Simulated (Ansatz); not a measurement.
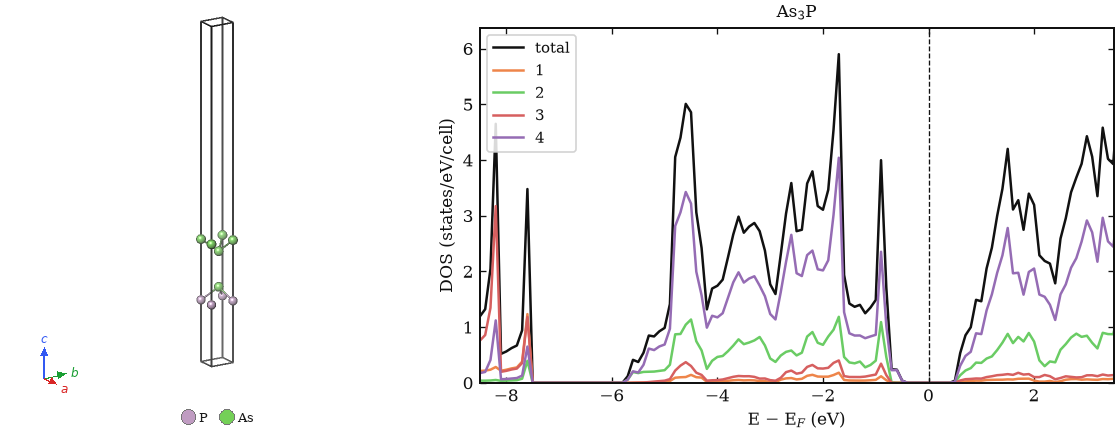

Density of states, beside the structure. Energies are counted from the Fermi level. The partial curves are projected on Löwdin-orthogonalised atomic shells.

Structure: As$_{3}$P (sheet), 4 atoms in the cell; a = 3.50 Å, b = 3.50 Å, c = 36.99 Å, α = 90.00°, β = 90.00°, γ = 120.00°.

Method: DFT PBE+D3(BJ), scalar-relativistic, plane waves, PAW, no spin polarisation, 12×12×1 k mesh, 420 eV cutoff, Gaussian smearing of 0.02 eV (Ansatz).

The numbered curves are projections. Which is which? The candidates: As 4p, As 4s, P 3p, P 3s.

1 is P 3s; 2 is P 3p; 3 is As 4s; 4 is As 4p.

Metal or insulator, going by the density of states?

There is a gap; over the k points computed it is 1.02 eV.

The structure is an invented one, so it need not be a known or stable phase.
